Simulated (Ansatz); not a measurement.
```json
{"atom": "Si", "x (Å)": "-0.6156", "y (Å)": "2.0915", "z (Å)": "0.0088"}
{"atom": "N", "x (Å)": "-0.0540", "y (Å)": "0.4553", "z (Å)": "0.1012"}
{"atom": "Si", "x (Å)": "1.0732", "y (Å)": "-0.0408", "z (Å)": "1.3417"}
{"atom": "Si", "x (Å)": "-0.6366", "y (Å)": "-0.7057", "z (Å)": "-1.0782"}
{"atom": "H", "x (Å)": "-1.5106", "y (Å)": "1.8410", "z (Å)": "-1.2225"}
{"atom": "H", "x (Å)": "1.3739", "y (Å)": "1.1469", "z (Å)": "2.1790"}
{"atom": "H", "x (Å)": "2.3219", "y (Å)": "-0.5603", "z (Å)": "0.7258"}
{"atom": "H", "x (Å)": "0.4797", "y (Å)": "-1.1172", "z (Å)": "2.1769"}
{"atom": "H", "x (Å)": "-2.1098", "y (Å)": "-0.8487", "z (Å)": "-0.9875"}
{"atom": "H", "x (Å)": "-0.2499", "y (Å)": "-0.2965", "z (Å)": "-2.4501"}
{"atom": "H", "x (Å)": "-0.0067", "y (Å)": "-2.0225", "z (Å)": "-0.7745"}
```

Geometry: PBE0-D4/def2-TZVP.

Method: Ansatz, RKS PBE0-D4/def2-TZVPP.

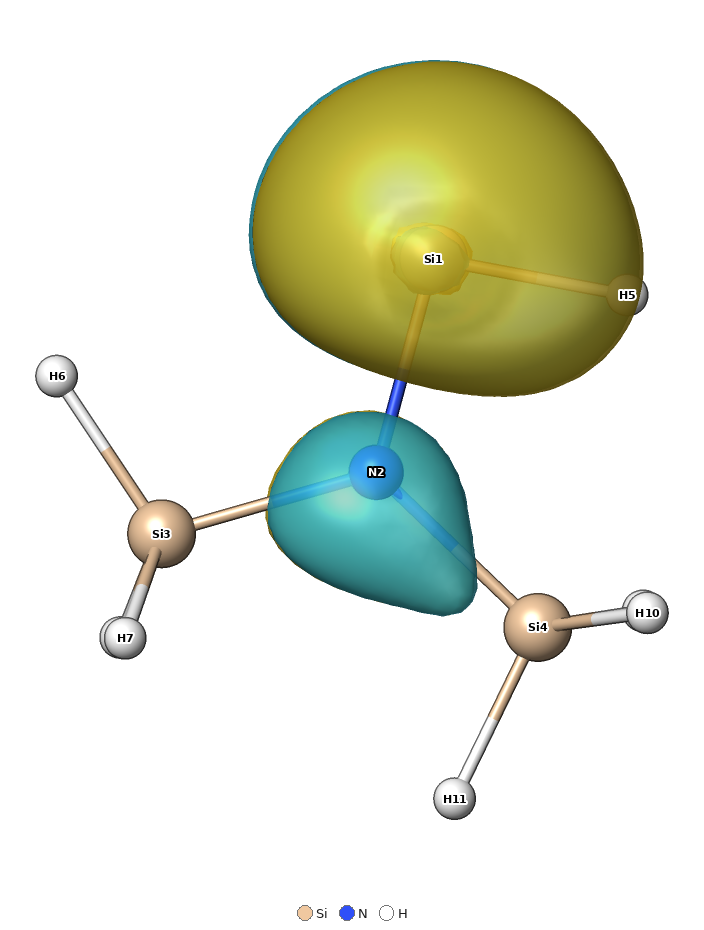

H₇NSi₃ (SMILES [SiH]N([SiH3])[SiH3]). The LUMO at ±0.1 Å⁻³ᐟ² (yellow and cyan are the two phases), seen across its widest extent.

### Where does this orbital lie, and at what energy?

Its weight (Hirshfeld) is mainly on Si1 (about 75 %) and N2 (about 10 %). Its energy is −2.16 eV.
